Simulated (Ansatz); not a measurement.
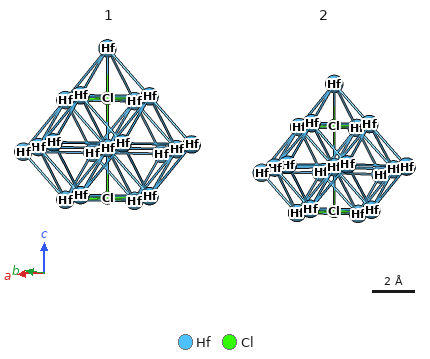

Two geometries of crystalline Hf₄Cl (a generated structure, set up in Fm-3m) (coarse preliminary run), drawn at one scale. One is the start of a relaxation, the other its converged end. A ball-and-stick model of the atoms within 4.2 Å of the atom that moves most (axes of the conventional cell (4 times the calculation's cell)), seen from a free direction. Lengths and directions refer to the drawn axes.

Level of theory: Ansatz, DFT PBE, scalar-relativistic, plane waves, PAW. (plane-wave cutoff 420 eV; k-point mesh 4 × 4 × 4; occupations gaussian; smearing width 0.1 eV; no spin polarisation; cell and atoms relaxed; force threshold 0.04 eV/Å; at most 70 steps)

Which one is relaxed?

Answer. Structure 1 is the relaxed one. The largest moves relative to the cell, 0.069 Å, are those of Hf atoms. Cl stays in place. The volume changes by +56.9 %, with a = b = c 8.202 → 9.532 Å (+16.2 %). Near-neighbour distances that change, for instance: Hf–Hf 2.816 → 3.370 Å, Hf–Hf 2.900 → 3.370 Å, Cl–Hf 1.991 → 2.383 Å, Hf–Hf 2.983 → 3.370 Å. The space group (tolerance 0.01 Å) goes from Fm-3m (No. 225) to Pm-3m (No. 221). The energy falls by 2357 meV per atom in 6 accepted moves (8 points after the start). Largest force component: 6.2 eV/Å at the start, 0.00053 eV/Å at the end. Pressure: 134.74 GPa at the start and 0.03 GPa at the end. At 2 points the geometry stayed and the basis and grid were re-selected for the new cell (energy shift of 31.9 meV per atom at most each time).
